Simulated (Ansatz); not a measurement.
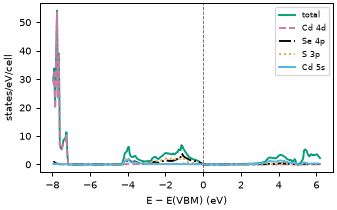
Figure: Total and projected density of states of Cd₂SeS in space group P3m1 (No. 156; Cd on 1a, Cd on 1b, Se on 1b, S on 1a), the program Ansatz at the r²SCAN level (PAW)

Q: Which orbitals carry the states next to the gap?

A: Top 1 eV of the valence band: Se 4p 63 %, S 3p 28 %, Cd 4d 6 %. Bottom 1 eV of the conduction band: Cd 5s 60 %, S 3s 12 %, S 3p 10 %, Se 4p 8 %, Se 4s 7 %. Projections are on Löwdin-orthogonalised atomic valence shells; empty p or d shells of many metals are not among them.

The workflow started from a Materials Project entry (that database holds measured and hypothetical structures alike); the Crystallography Open Database copy checked does not list it. Its standing as an ambient phase is unchecked. The r²SCAN relaxation kept the symmetry of its start; its stability against distortions is not shown here. Spin–orbit coupling is left out wherever it is not named.

Potentials: the later of the program's two PAW sets.
